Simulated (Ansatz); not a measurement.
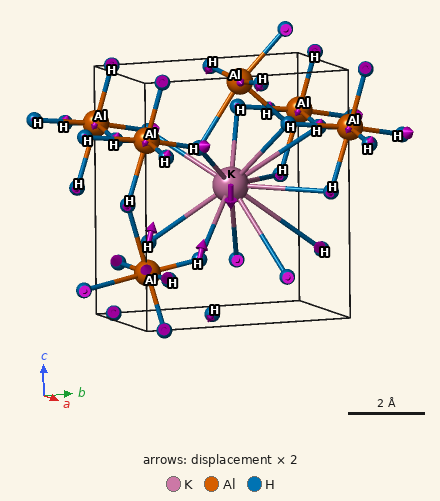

This is a relaxation of solid KAl$_{3}$H$_{9}$ (a generated structure, set up in P1) (coarse preliminary run). The starting structure is drawn; purple arrows show the displacements (the part carried along by the change of the cell is left out), 2 times their true length.

The picture is a ball-and-stick view of the cell of the calculation, seen slightly off an axis.

All numbers below come from DFT PBE, scalar-relativistic, plane waves, PAW in Ansatz. (plane-wave cutoff 420 eV; k-point mesh 6 × 4 × 4; occupations gaussian; smearing width 0.2 eV; no spin polarisation; cell and atoms relaxed; force threshold 0.025 eV/Å; at most 60 steps)

> What happened in the run?

After 6 accepted moves (8 points after the start) the energy has fallen by 1.117 eV per cell of the calculation. Largest force component: 3.4 eV/Å at the start, 0.011 eV/Å at the end. The pressure goes from 3.47 to 0.02 GPa. The line search rejected the trial step at point 5 of the run. At 1 point the geometry stayed and the basis and grid were re-selected for the new cell (energy shift of 5.1 meV per cell of the calculation at most each time). The K atom moves most relative to the cell: 0.37 Å roughly along [−1 0 −2]. By element the largest moves are K 0.37 Å, H 0.29 Å, Al 0.21 Å. The volume changes by +2.7 %, with a 3.520 → 3.562 Å (+1.2 %), b 5.895 → 5.848 Å (−0.8 %), c 6.617 → 6.769 Å (+2.3 %), α 89.8° → 92.2°, β 91.2° → 90.0°, γ 91.6° → 90.1°. Near-neighbour distances that change, for instance: H–K 2.404 → 2.902 Å, H–K 2.953 → 2.584 Å, H–K 2.588 → 2.954 Å, H–K 3.341 → 3.004 Å. Bond angles that change, for instance: K–H–Al 143.6° → 125.9°, H–K–H 142.3° → 156.8°, H–Al–H 105.0° → 91.9°. The space group stays P1 (No. 1). The run took 2.3 min on 1 thread of Arm Neoverse V2 (shared host), peak memory 0.44 GiB.
